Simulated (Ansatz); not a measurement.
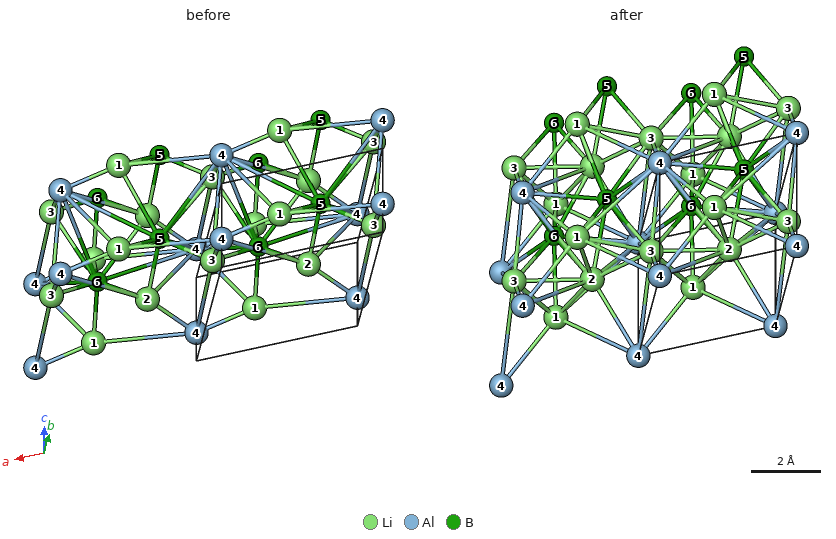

The structure of a crystal of Li$_{3}$AlB$_{2}$ (a generated structure, set up in P31m) (coarse preliminary run) before (left) and after (right) a relaxation, at one scale.

Style: ball-and-stick. Shown: the cell of the calculation, repeated 2 × 1 × 2 with one cell outlined, from a free direction.

Computed with DFT PBE, scalar-relativistic, plane waves, PAW in Ansatz. Settings: plane-wave cutoff 420 eV; k-point mesh 6 × 6 × 6; occupations gaussian; smearing width 0.1 eV; no spin polarisation; cell and atoms relaxed; force threshold 0.04 eV/Å; at most 70 steps.

What changed between the two?

Over 18 accepted moves (21 points after the start) the energy falls by 7.395 eV per cell of the calculation. Largest force component: 4.1 eV/Å at the start, 0.011 eV/Å at the end. The pressure goes from 23.98 to 0.04 GPa. The line search rejected the trial step at point 19 of the run. At 2 points the geometry stayed and the basis and grid were re-selected for the new cell (energy shift of 77.8 meV per cell of the calculation at most each time). The atom that moves furthest relative to the cell is Al4 (1.32 Å along −c). Largest moves by element: Al 1.32 Å, B 0.57 Å, Li 0.17 Å. The volume changes by −1.9 %, with a = b 5.026 → 4.280 Å (−14.9 %), c 2.897 → 3.919 Å (+35.2 %). Some distances before and after: Li1–Al4 4.053 → 3.236 Å, Al4–B5 3.223 → 2.471 Å, Li1–Al4 (another image) 1.864 → 2.596 Å, Li1–Li2 2.789 → 2.268 Å. New bonds form, among them: Li1–Li2 (2.79 → 2.27 Å), Li1–Li3 (2.79 → 2.27 Å), Li2–Li3 (2.79 → 2.27 Å). Among the angles between lasting bonds that change: Li1–Al4–Li2 115.0° → 69.4°, Al4–Li2–B5 96.2° → 59.6°, Li1–B6–Li2 92.3° → 57.5°. The space group (tolerance 0.01 Å) goes from P31m (No. 157) to P-62m (No. 189). The run took 2.9 min on 1 thread of Intel(R) Xeon(R) Processor @ 2.50GHz (Skylake/Cascade Lake), on a shared host, peak memory 0.39 GiB.
